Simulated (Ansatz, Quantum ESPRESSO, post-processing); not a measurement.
# Hf2NS2 MXene, 1 layer against a metal electrode, part 4 of 5

How does the Fermi level of Hf2NS2 MXene, 1 layer move as charge is added against a counter-electrode?

Quantum ESPRESSO 7.5; plane-wave DFT, LDA, GBRV ultrasoft pseudopotentials; geometry by Ansatz 0.2.0 with PAW datasets.

So far. Step 6 (SCF with pw.x: charge 0.0134 e): The electrode's potential over the Fermi level goes from 5.839 to 6.903 eV, the far face's from 5.837 to 5.839 eV. Step 7 (Self-consistent run: charge 0.0269 e): The electrode's potential over the Fermi level goes from 6.903 to 7.978 eV, the far face's from 5.839 to 5.834 eV.

**8. Self-consistent run: charge 0.0538 e**

q5.in

```
&control
  prefix = 'q5'
  outdir = './out'
  pseudo_dir = './pseudo'
  calculation = 'scf'
  tprnfor = .true.
/
&system
  ibrav = 0
  nat = 5
  ntyp = 3
  ecutwfc = 40
  ecutrho = 200
  occupations = 'smearing'
  smearing = 'fd'
  degauss = 0.004
  assume_isolated = 'esm'
  esm_bc = 'bc3'
  tot_charge = 0.0538
/
&electrons
  conv_thr = 1e-08
  mixing_beta = 0.4
  electron_maxstep = 120
  mixing_mode = 'local-TF'
  startingpot = 'file'
/
ATOMIC_SPECIES
  S   32.0600  s_lda_v1.4.uspp.F.UPF
  Hf  178.4900  hf_lda_v1.uspp.F.UPF
  N   14.0070  n_lda_v1.2.uspp.F.UPF
CELL_PARAMETERS angstrom
  3.41123591154135 0.00000000000000 0.00000000000000
  -1.70561795577067 2.95421695769657 -0.00000000000000
  0.00000000000000 -0.00000000000000 22.24844945020000
ATOMIC_POSITIONS crystal
  S   0.333333333333 0.666666666667 0.007414703576
  Hf  0.666666666667 0.333333333333 0.077306723476
  N   0.000000000000 -0.000000000000 0.134840855313
  Hf  0.333333333333 0.666666666667 0.192374995051
  S   0.666666666667 0.333333333333 0.262267011252
K_POINTS automatic
  24 24 1 0 0 0
```

On the command line:

```
cp -r out/q4.save out/q5.save
OMP_NUM_THREADS=1 mpirun -n 4 pw.x -nk 4 -in q5.in > q5.out
```

Output:

```text
[banner, memory and clock lines left out]
Program PWSCF v.7.5 starts
[...]
Message from routine setup:
[...]
number of electrons       =        40.95
     number of Kohn-Sham states=           25
     kinetic-energy cutoff     =      40.0000  Ry
     charge density cutoff     =     200.0000  Ry
[...]
number of k points=    61  Fermi-Dirac smearing, width (Ry)=  0.0040
[...]
Dense  grid:    72363 G-vectors     FFT dimensions: (  30,  30, 192)
[...]
The initial density is read from file :
[...]
negative rho (up, down):  2.199E-01 0.000E+00
     Starting wfcs are   38 randomized atomic wfcs
[...]
negative rho (up, down):  2.200E-01 0.000E+00
[...]
estimated scf accuracy    <       0.11074548 Ry
[...]
negative rho (up, down):  2.213E-01 0.000E+00
[...]
estimated scf accuracy    <       0.07301621 Ry
[...]
negative rho (up, down):  2.212E-01 0.000E+00
[...]
estimated scf accuracy    <       0.00525205 Ry
[...]
negative rho (up, down):  2.205E-01 0.000E+00
[...]
estimated scf accuracy    <       0.02795333 Ry
[...]
negative rho (up, down):  2.198E-01 0.000E+00
[...]
estimated scf accuracy    <       0.01233540 Ry
[...]
negative rho (up, down):  2.198E-01 0.000E+00
[...]
estimated scf accuracy    <       0.00197286 Ry
[...]
negative rho (up, down):  2.198E-01 0.000E+00
[...]
estimated scf accuracy    <       0.00072455 Ry
[...]
negative rho (up, down):  2.198E-01 0.000E+00
[...]
estimated scf accuracy    <       0.00115446 Ry
[...]
negative rho (up, down):  2.199E-01 0.000E+00
[...]
estimated scf accuracy    <       0.00137495 Ry
[...]
negative rho (up, down):  2.200E-01 0.000E+00
[...]
estimated scf accuracy    <       0.00073341 Ry
[...]
negative rho (up, down):  2.199E-01 0.000E+00
[...]
estimated scf accuracy    <       0.00116585 Ry
[...]
negative rho (up, down):  2.199E-01 0.000E+00
[...]
estimated scf accuracy    <       0.00111034 Ry
[...]
negative rho (up, down):  2.198E-01 0.000E+00
[...]
estimated scf accuracy    <       0.00071181 Ry
[...]
negative rho (up, down):  2.200E-01 0.000E+00
[...]
estimated scf accuracy    <       0.00063426 Ry
[...]
negative rho (up, down):  2.200E-01 0.000E+00
[...]
estimated scf accuracy    <       0.00023316 Ry
[...]
negative rho (up, down):  2.200E-01 0.000E+00
[...]
estimated scf accuracy    <       0.00018514 Ry
[...]
negative rho (up, down):  2.199E-01 0.000E+00
[...]
estimated scf accuracy    <       0.00004905 Ry
[...]
negative rho (up, down):  2.200E-01 0.000E+00
[...]
estimated scf accuracy    <       0.00000681 Ry
[...]
negative rho (up, down):  2.200E-01 0.000E+00
[...]
estimated scf accuracy    <       0.00004669 Ry
[...]
negative rho (up, down):  2.200E-01 0.000E+00
[...]
estimated scf accuracy    <       0.00004600 Ry
[...]
negative rho (up, down):  2.200E-01 0.000E+00
[...]
estimated scf accuracy    <       0.00003150 Ry
[...]
negative rho (up, down):  2.200E-01 0.000E+00
[...]
estimated scf accuracy    <       0.00002508 Ry
[...]
negative rho (up, down):  2.200E-01 0.000E+00
[...]
estimated scf accuracy    <       0.00003105 Ry
[...]
negative rho (up, down):  2.200E-01 0.000E+00
[...]
estimated scf accuracy    <       0.00002941 Ry
[...]
negative rho (up, down):  2.199E-01 0.000E+00
[...]
estimated scf accuracy    <       0.00002972 Ry
[...]
negative rho (up, down):  2.199E-01 0.000E+00
[...]
estimated scf accuracy    <       0.00000298 Ry
[...]
negative rho (up, down):  2.199E-01 0.000E+00
[...]
estimated scf accuracy    <       0.00000259 Ry
[...]
negative rho (up, down):  2.199E-01 0.000E+00
[...]
estimated scf accuracy    <       0.00000310 Ry
[...]
negative rho (up, down):  2.200E-01 0.000E+00
[...]
estimated scf accuracy    <       0.00000170 Ry
[...]
negative rho (up, down):  2.200E-01 0.000E+00
[...]
estimated scf accuracy    <       0.00000064 Ry
[...]
negative rho (up, down):  2.200E-01 0.000E+00
[...]
estimated scf accuracy    <       0.00000174 Ry
[...]
negative rho (up, down):  2.200E-01 0.000E+00
[...]
estimated scf accuracy    <       0.00000040 Ry
[...]
negative rho (up, down):  2.200E-01 0.000E+00
[...]
estimated scf accuracy    <       0.00000268 Ry
[...]
negative rho (up, down):  2.200E-01 0.000E+00
[...]
estimated scf accuracy    <       0.00000203 Ry
[...]
negative rho (up, down):  2.200E-01 0.000E+00
[...]
estimated scf accuracy    <       0.00000003 Ry
[...]
negative rho (up, down):  2.200E-01 0.000E+00
[...]
estimated scf accuracy    <       0.00000019 Ry
[...]
negative rho (up, down):  2.200E-01 0.000E+00
[...]
estimated scf accuracy    <       0.00000004 Ry
[...]
negative rho (up, down):  2.200E-01 0.000E+00
[...]
estimated scf accuracy    <       0.00000003 Ry
[...]
negative rho (up, down):  2.200E-01 0.000E+00
[...]
the Fermi energy is   -10.1337 ev
!    total energy              =    -386.06351115 Ry
     estimated scf accuracy    <          8.4E-09 Ry
     smearing contrib. (-TS)   =      -0.00082958 Ry
     internal energy E=F+TS    =    -386.06268157 Ry
[...]
one-electron contribution =  -15633.10210887 Ry
     hartree contribution      =    7801.75782849 Ry
     xc contribution           =    -172.80511642 Ry
     ewald contribution        =    7618.08671523 Ry
     convergence has been achieved in  39 iterations
     negative rho (up, down):  2.200E-01 0.000E+00
[...]
Total force =     0.036124     Total SCF correction =     0.000429
[...]
```

Elapsed: 4 min, on 4 MPI ranks of Arm Neoverse V1, shared host; peak memory 1 GiB.

Numbers from this step:

```
Fermi energy                                                   : -10.13 eV
vacuum line at the lower end of the cell, over the Fermi level : 5.823 eV
slope of the potential above                                   : 0.9676 eV/Å
vacuum line at the upper end of the cell, over the Fermi level : 10.13 eV
```

The electrode's potential over the Fermi level goes from 7.978 to 10.135 eV, the far face's from 5.834 to 5.823 eV.

Gauss's law asks for a slope of 180.95 q/A = 0.966 eV/Å in the gap; the run gives 0.968.

Each curve counts from the Fermi level of its own run.

The potential energy (potential at -0.0269 e) oscillates, so the rows of the table below give means over windows of 2 Å about each position, cut where the curve ends. Its maxima inside the range that stand out by 2 % of the span (Å: eV): 0.9: -5.37, 2.4: -6.06, 3.6: -6.09, 5.1: -5.40, 7.7: 5.25. Its minima: 0.2: -11.3, 2.1: -6.70, 3.0: -9.40, 3.9: -6.72, 5.8: -11.4.

The runs together. The potential energy by z; means over each step:

```csv
z (Å),potential at -0.0269 e (eV),potential at -0.0134 e (eV),potential at 0 e (eV),potential at 0.0134 e (eV),potential at 0.0269 e (eV),potential at 0.0538 e (eV)
-10,5.85,5.84,5.84,5.84,5.83,5.82
-8,5.85,5.84,5.84,5.84,5.83,5.82
-6,5.85,5.84,5.84,5.84,5.83,5.82
-4,5.85,5.84,5.84,5.84,5.83,5.82
-2,5.68,5.67,5.66,5.67,5.66,5.65
0,-4.63,-4.64,-4.64,-4.64,-4.65,-4.66
2,-6.71,-6.71,-6.72,-6.71,-6.72,-6.72
4,-6.74,-6.73,-6.72,-6.70,-6.69,-6.67
6,-4.73,-4.69,-4.64,-4.59,-4.55,-4.46
8,5.04,5.35,5.67,5.99,6.31,6.98
10,4.27,5.05,5.84,6.63,7.43,9.05
```

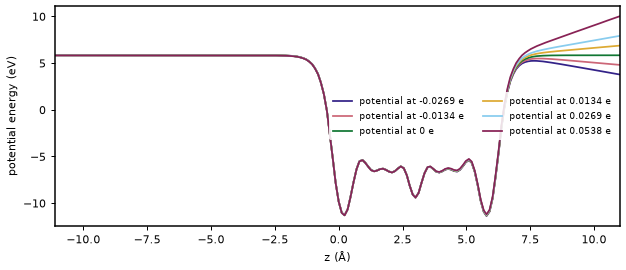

Potential energy against z.

**9. Potential against charge, and the capacitance**

This step gave:

| Property | Result |
| --- | --- |
| mean capacitance (straight-line fit) | 2.001 μF/cm² |
| effective gap ε₀/C | 4.424 Å |

Table of electrode's potential less the Fermi level by charge of the slab:

```csv
charge of the slab (1e13 e/cm²),electrode's potential less the Fermi level (eV)
-2.67,3.72
-1.33,4.78
0.00,5.84
1.33,6.90
2.67,7.98
5.34,10.1
```

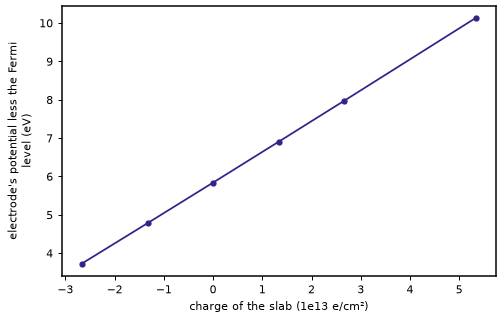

Electrode's potential less the Fermi level, plotted against charge of the slab.

Table of differential capacitance by charge of the slab:

```csv
charge of the slab (1e13 e/cm²),differential capacitance (μF/cm²)
-2.00,2.03
-0.66,2.02
0.66,2.00
2.00,2.00
4.00,1.98
```

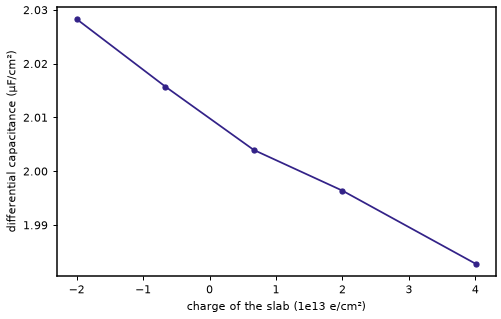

Differential capacitance, plotted against charge of the slab.

**10. Self-consistent run: between two electrodes with a field of -0.004 Ry/bohr**

bc2 puts electrodes at both ends of the cell; esm_efield times the cell length sets the bias between them, and the slab stays neutral.

bc2.in

```
&control
  prefix = 'bc2'
  outdir = './out'
  pseudo_dir = './pseudo'
  calculation = 'scf'
  tprnfor = .true.
/
&system
  ibrav = 0
  nat = 5
  ntyp = 3
  ecutwfc = 40
  ecutrho = 200
  occupations = 'smearing'
  smearing = 'fd'
  degauss = 0.004
  assume_isolated = 'esm'
  esm_bc = 'bc2'
  esm_efield = -0.004
/
&electrons
  conv_thr = 1e-07
  mixing_beta = 0.4
  electron_maxstep = 120
  mixing_mode = 'local-TF'
/
ATOMIC_SPECIES
  S   32.0600  s_lda_v1.4.uspp.F.UPF
  Hf  178.4900  hf_lda_v1.uspp.F.UPF
  N   14.0070  n_lda_v1.2.uspp.F.UPF
CELL_PARAMETERS angstrom
  3.41123591154135 0.00000000000000 0.00000000000000
  -1.70561795577067 2.95421695769657 -0.00000000000000
  0.00000000000000 -0.00000000000000 22.24844945020000
ATOMIC_POSITIONS crystal
  S   0.333333333333 0.666666666667 -0.127426153838
  Hf  0.666666666667 0.333333333333 -0.057534133938
  N   0.000000000000 -0.000000000000 -0.000000002102
  Hf  0.333333333333 0.666666666667 0.057534137636
  S   0.666666666667 0.333333333333 0.127426153838
K_POINTS automatic
  24 24 1 0 0 0
```

On the command line:

```
OMP_NUM_THREADS=1 mpirun -n 4 pw.x -nk 4 -in bc2.in > bc2.out
```

Output:

```text
[banner, memory and clock lines left out]
Program PWSCF v.7.5 starts
[citation notice left out]

[...]
Message from routine setup:
[...]
bravais-lattice index     =            0
     lattice parameter (alat)  =       6.4463  a.u.
     unit-cell volume          =    1513.0403 (a.u.)^3
     number of atoms/cell      =            5
     number of atomic types    =            3
     number of electrons       =        41.00
     number of Kohn-Sham states=           25
     kinetic-energy cutoff     =      40.0000  Ry
     charge density cutoff     =     200.0000  Ry
     scf convergence threshold =      1.0E-07
     mixing beta               =       0.4000
     number of iterations used =            8  local-TF  mixing
     Exchange-correlation= SLA  PZ   NOGX NOGC
                           (   1   1   0   0   0   0   0)

     Effective Screening Medium Method
     Boundary Conditions: Metal-Slab-Metal
     total charge in unit cell        =   0.0000
     field strength                   =  -0.0040 Ry/a.u.
     grid points for fit at edges     =        4

[...]
PseudoPot. # 1 for S  read from file:
     ./pseudo/s_lda_v1.4.uspp.F.UPF
     Pseudo is Ultrasoft + core correction, Zval =  6.0
     Generated by new atomic code, or converted to UPF format
     Using radial grid of  907 points,  6 beta functions with:
                l(1) =   0
                l(2) =   0
                l(3) =   1
                l(4) =   1
                l(5) =   2
                l(6) =   2
     Q(r) pseudized with  8 coefficients,  rinner =    1.300   1.300   1.300
                                                       1.300   1.300

     PseudoPot. # 2 for Hf read from file:
     ./pseudo/hf_lda_v1.uspp.F.UPF
     Pseudo is Ultrasoft + core correction, Zval = 12.0
     Generated by new atomic code, or converted to UPF format
     Using radial grid of  921 points,  8 beta functions with:
                l(1) =   0
                l(2) =   0
                l(3) =   0
                l(4) =   1
                l(5) =   1
                l(6) =   2
                l(7) =   2
                l(8) =   3
     Q(r) pseudized with  6 coefficients,  rinner =    1.200   1.200   1.200
                                                       1.200   1.200   1.200
                                                       1.200

     PseudoPot. # 3 for N  read from file:
     ./pseudo/n_lda_v1.2.uspp.F.UPF
     Pseudo is Ultrasoft + core correction, Zval =  5.0
     Generated by new atomic code, or converted to UPF format
     Using radial grid of  729 points,  4 beta functions with:
                l(1) =   0
                l(2) =   0
                l(3) =   1
                l(4) =   1
     Q(r) pseudized with  8 coefficients,  rinner =    0.900   0.900   0.900

     atomic species   valence    mass     pseudopotential
     S                 6.00    32.06000     S ( 1.00)
     Hf               12.00   178.49000     Hf( 1.00)
     N                 5.00    14.00700     N ( 1.00)

      6 Sym. Ops. (no inversion) found

[...]
number of k points=    61  Fermi-Dirac smearing, width (Ry)=  0.0040
[...]
Dense  grid:    72363 G-vectors     FFT dimensions: (  30,  30, 192)

     Smooth grid:    51523 G-vectors     FFT dimensions: (  25,  25, 180)

     Check: negative core charge=   -0.000015

     Initial potential from superposition of free atoms

     starting charge      36.9999, renormalised to      41.0000

     negative rho (up, down):  2.311E-01 0.000E+00
     Starting wfcs are   38 randomized atomic wfcs

     per-process dynamical memory:   106.4 Mb

     Self-consistent Calculation

     iteration #  1     ecut=    40.00 Ry     beta= 0.40
     Davidson diagonalization with overlap
     ethr =  1.00E-02,  avg # of iterations =  3.7

     negative rho (up, down):  2.069E-01 0.000E+00

     total energy              =    -386.60144969 Ry
     estimated scf accuracy    <       4.25863754 Ry

     iteration #  2     ecut=    40.00 Ry     beta= 0.40
[...]
negative rho (up, down):  1.780E-01 0.000E+00

[...]
total energy              =    -385.68468239 Ry
     estimated scf accuracy    <       2.12487490 Ry

     iteration #  3     ecut=    40.00 Ry     beta= 0.40
[...]
negative rho (up, down):  1.869E-01 0.000E+00

[...]
total energy              =    -385.92238022 Ry
     estimated scf accuracy    <       0.29467370 Ry

     iteration #  4     ecut=    40.00 Ry     beta= 0.40
[...]
negative rho (up, down):  2.023E-01 0.000E+00

[...]
total energy              =    -386.02877834 Ry
     estimated scf accuracy    <       0.19281904 Ry

     iteration #  5     ecut=    40.00 Ry     beta= 0.40
[...]
negative rho (up, down):  2.107E-01 0.000E+00

[...]
total energy              =    -386.05923854 Ry
     estimated scf accuracy    <       0.07517265 Ry

     iteration #  6     ecut=    40.00 Ry     beta= 0.40
[...]
c_bands:  2 eigenvalues not converged
[...]
negative rho (up, down):  2.154E-01 0.000E+00

[...]
total energy              =    -386.09321574 Ry
     estimated scf accuracy    <       0.05332365 Ry

[...]
iteration # 32     ecut=    40.00 Ry     beta= 0.40
[...]
c_bands:  1 eigenvalues not converged
[...]
negative rho (up, down):  2.194E-01 0.000E+00

[...]
total energy              =    -386.09529319 Ry
     estimated scf accuracy    <       0.00000444 Ry

     iteration # 33     ecut=    40.00 Ry     beta= 0.40
[...]
negative rho (up, down):  2.194E-01 0.000E+00

[...]
total energy              =    -386.09530101 Ry
     estimated scf accuracy    <       0.00000035 Ry

     iteration # 34     ecut=    40.00 Ry     beta= 0.40
[...]
negative rho (up, down):  2.193E-01 0.000E+00

[...]
total energy              =    -386.09531231 Ry
     estimated scf accuracy    <       0.00000014 Ry

     iteration # 35     ecut=    40.00 Ry     beta= 0.40
[...]
negative rho (up, down):  2.193E-01 0.000E+00

[...]
End of self-consistent calculation

          k = 0.0000 0.0000 0.0000 (  6541 PWs)   bands (ev):

   -69.2926 -69.2615 -38.2207 -37.8665 -37.8665 -37.8447 -37.8118 -37.8118
   -22.3420 -20.0996 -19.6615 -13.4505 -11.7198 -11.7198 -10.9144  -8.9971
    -8.8292  -8.8292  -7.7304  -7.7304  -6.3658  -6.3657  -6.0475  -4.9680
    -3.9419

          k = 0.0000 0.0481 0.0000 (  6541 PWs)   bands (ev):

   -69.2922 -69.2613 -38.2187 -37.8796 -37.8686 -37.8384 -37.8174 -37.8125
   -22.3229 -20.0835 -19.6617 -13.4205 -11.7965 -11.7113 -10.8194  -9.2689
    -8.8285  -8.6270  -7.9233  -7.8113  -6.3682  -6.2746  -6.0020  -4.8989
    -4.4023

[...]
the Fermi energy is    -6.9852 ev

!    total energy              =    -386.09530828 Ry
     estimated scf accuracy    <          5.1E-09 Ry
     smearing contrib. (-TS)   =      -0.00086023 Ry
     internal energy E=F+TS    =    -386.09444805 Ry

     The total energy is F=E-TS. E is the sum of the following terms:
     one-electron contribution =   -9965.39760575 Ry
     hartree contribution      =    4972.59889497 Ry
     xc contribution           =    -172.83876063 Ry
     ewald contribution        =    4779.54302336 Ry

     convergence has been achieved in  35 iterations

     negative rho (up, down):  2.193E-01 0.000E+00

     Forces acting on atoms (cartesian axes, Ry/au):

     atom    1 type  1   force =     0.00000000    0.00000000    0.02275123
     atom    2 type  2   force =     0.00000000    0.00000000    0.00719059
     atom    3 type  3   force =     0.00000000    0.00000000   -0.00074610
     atom    4 type  2   force =     0.00000000    0.00000000   -0.00522911
     atom    5 type  1   force =     0.00000000    0.00000000   -0.02401545

     Total force =     0.034263     Total SCF correction =     0.000246

[...]
```

Wall time 3.6 min (4 MPI ranks); peak memory 0.83 GiB; 14 min of CPU time.

Read from the output:

| Quantity | Value |
| --- | --- |
| Fermi energy | -6.985 eV |
| slope of the potential below | 0.1543 eV/Å |
| vacuum line at the lower end of the cell, over the Fermi level | 4.697 eV |
| slope of the potential above | 0.1543 eV/Å |
| vacuum line at the upper end of the cell, over the Fermi level | 6.985 eV |

The potential energy, planar mean oscillates, so the rows of the table below give means over windows of 2 Å about each position, cut where the curve ends. Its maxima inside the range that stand out by 2 % of the span (Å: eV): -5.0: 5.60, -2.1: -5.38, -0.6: -6.07, 0.6: -6.07, 2.1: -5.34. Its minima: -2.8: -11.3, -0.9: -6.71, 0.0: -9.40, 0.9: -6.69, 2.8: -11.3.

Electrostatic potential energy of an electron; zero at the Fermi level. Table of potential energy, planar mean by z; means over each step:

```csv
z (Å),"potential energy, planar mean (eV)"
-10,4.87
-8,5.18
-6,5.48
-4,2.26
-2,-7.41
0,-7.10
2,-7.38
4,2.44
6,6.19
8,6.50
10,6.81
```

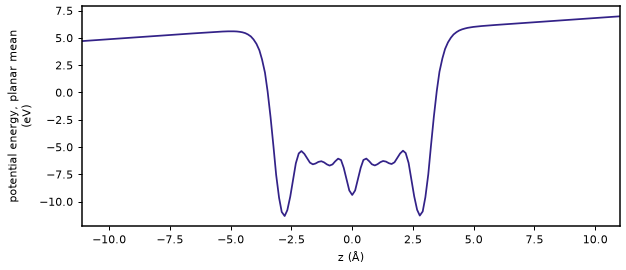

Potential energy, planar mean against z.

The set field of -0.103 V/Å over 22.2 Å is a bias of 2.29 V; the two ends of the cell differ by 2.29 eV. The slope in the vacuum is 0.154 eV/Å in size, more than the set field, because the slab carries little of the drop.

(Continued in part 5 of 5.)

[Logs are printed without paths, hosts, clocks, repeated set-up lines and the standing remarks that a program may print on its own settings, such as how far it seeks lower states.]

[Hosts, paths, dates, database ids (printed as entryN), source tags and the programs' standing remarks are cut or masked in the printed files.]

[Maps of the electrostatic potential energy from Ansatz leave out the sawtooth potential of an applied field or a dipole correction, so their vacuum need not be flat; planar profiles and work functions include it.]
